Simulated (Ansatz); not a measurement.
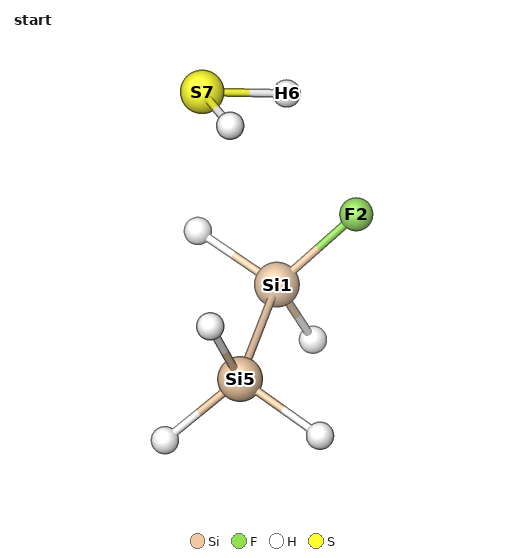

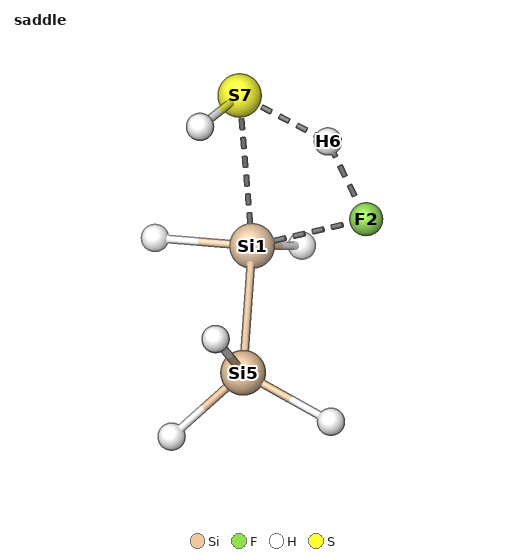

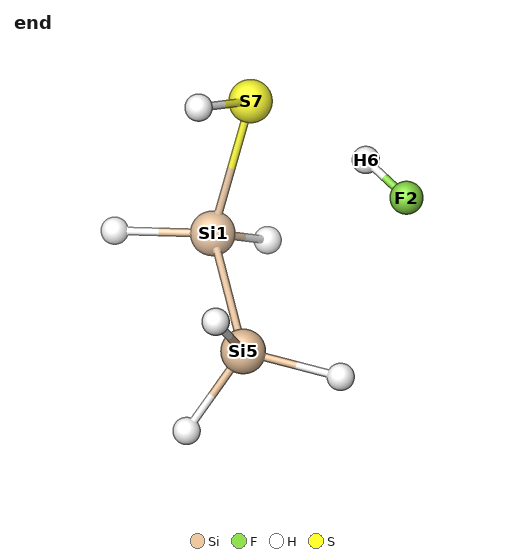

A saddle point and the two end points reached downhill from it. Broken sticks mark bonds that form or break. The species is neutral and a spin singlet. Geometries: PBE0-D4/def2-TZVP; all other levels are single points on them, and energies count from the start as drawn. Program: Ansatz 0.2.0. In CBS estimates cores are frozen, and CCSD(T) − MP2 is taken in the smaller basis.

Q: Which bonds form and which break from start to end?

A: Formed: Si1–S7, F2–H6; broken: Si1–F2, H6–S7. At the saddle point Si1···S7 is 2.40 Å, F2···H6 is 1.31 Å, Si1···F2 is 1.94 Å, H6···S7 is 1.49 Å.

Give the electronic barrier and the reaction energy from start to end in kJ/mol (no zero-point energy) with CCSD(T)/CBS (MP2 limit from def2-TZVPP and def2-QZVPP plus CCSD(T) − MP2); r2SCAN-D4/def2-TZVPP; SPW92 (LDA)/def2-TZVPP; RHF-CCSD(T) (frozen core)/def2-TZVPP; BHLYP-D4/def2-TZVPP.

```json
{"level": "CCSD(T)/CBS (MP2 limit from def2-TZVPP and def2-QZVPP plus CCSD(T) − MP2)", "barrier": "184.7", "reaction energy": "+49.3"}
{"level": "r2SCAN-D4/def2-TZVPP", "barrier": "157.3", "reaction energy": "+45.0"}
{"level": "SPW92 (LDA)/def2-TZVPP", "barrier": "105.2", "reaction energy": "+25.6"}
{"level": "RHF-CCSD(T) (frozen core)/def2-TZVPP", "barrier": "188.1", "reaction energy": "+51.5"}
{"level": "BHLYP-D4/def2-TZVPP", "barrier": "204.1", "reaction energy": "+58.4"}
```
